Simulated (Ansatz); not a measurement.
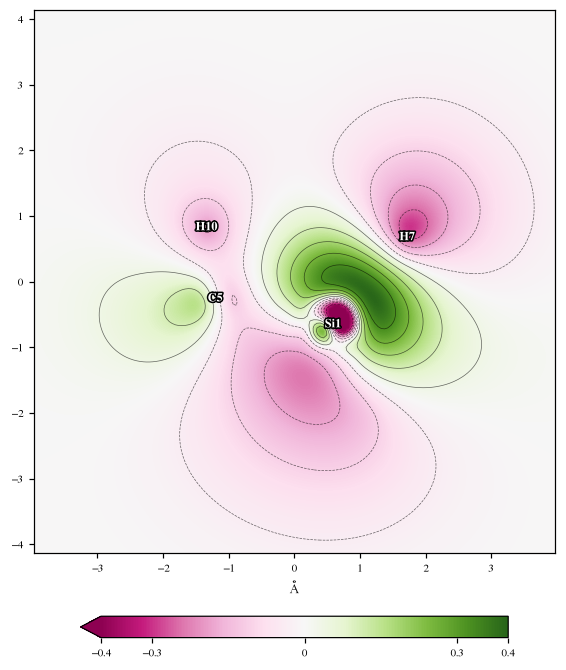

The picture shows: CH$_{5}$Si···Br···H···H. The LUMO on the plane of atoms Si1, C5 and H10 (values in Å⁻³ᐟ²; the overall sign is arbitrary).

A transition-state structure; geometry: PBE0-D4/def2-TZVP.

Computed with RKS PBE0-D4/def2-TZVPP in Ansatz.

```yaml
atoms:
  - { symbol: Si, position_ang: [-0.6072, 0.1318, -0.3415] }
  - { symbol: Br, position_ang: [1.2898, -1.4211, -1.5274] }
  - { symbol: H, position_ang: [-1.5537, -0.7846, -0.9984] }
  - { symbol: H, position_ang: [-1.3520, 1.4250, -0.1884] }
  - { symbol: C, position_ang: [0.2043, -0.1904, 1.2889] }
  - { symbol: H, position_ang: [0.6641, 0.4149, -1.6063] }
  - { symbol: H, position_ang: [0.2232, 1.1549, -1.4649] }
  - { symbol: H, position_ang: [-0.4290, 0.1977, 2.0914] }
  - { symbol: H, position_ang: [0.3942, -1.2545, 1.4203] }
  - { symbol: H, position_ang: [1.1662, 0.3264, 1.3262] }
```

### Where does this orbital lie, and at what energy?

It lies mainly on Si1 (about 45 %), H6 (about 10 %), H7 (about 10 %), Br2 (about 10 %) and H3 (about 5 %). Its energy is −1.12 eV.
